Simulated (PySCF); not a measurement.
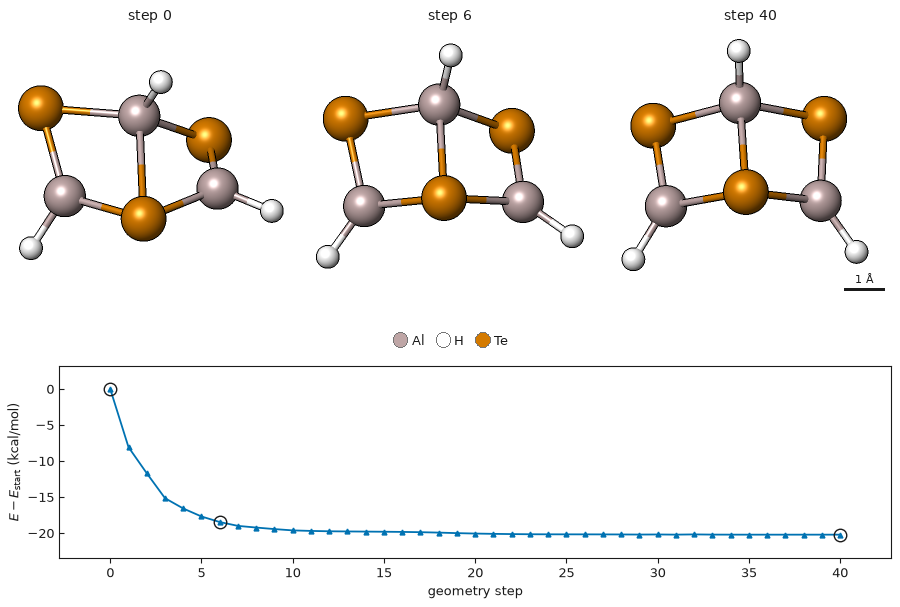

Frames of a relaxation of Al$_{3}$H$_{3}$Te$_{3}$, marked on the history of the run. A ball-and-stick model, seen at a tilt.

The start comes from GFN2-xTB. Its atoms were then displaced at random by about 0.03 Å.

Theory: PySCF 2.14.0, density-fitted response routines, PBE0-D3(BJ)/def2-SVP geometry optimisation, gas phase. 

> Describe the path.

The relaxation stopped without meeting its thresholds, so the last structure isn't shown to be converged. The atom that moves furthest after the best rigid fit is an H atom (1.36 Å). By element the largest moves are H 1.36 Å, Te 0.94 Å, Al 0.46 Å. Near-neighbour distances that change, for instance: Al–Te 3.150 → 2.788 Å, Al–Te 2.432 → 2.621 Å, Al–Te 2.505 → 2.620 Å, Al–Te 2.574 → 2.463 Å. Among the angles between lasting bonds that change: Te–Al–H 90.5° → 110.2°, Te–Al–Te 126.9° → 109.2°, Te–Al–Te 125.0° → 109.1°. Groups turn about Al–Te by about 40°, Al–Te by about 35°, Al–Te by about 20°. Over 40 geometry steps the energy falls by 20.2 kcal/mol. Cost: 27 min on 1 thread of AMD EPYC, on a shared host. From step 0 to 6: H atoms move most (0.73 Å), energy −18.5 kcal/mol. From step 6 to 40: an H atom moves most (0.69 Å), energy −1.75 kcal/mol.
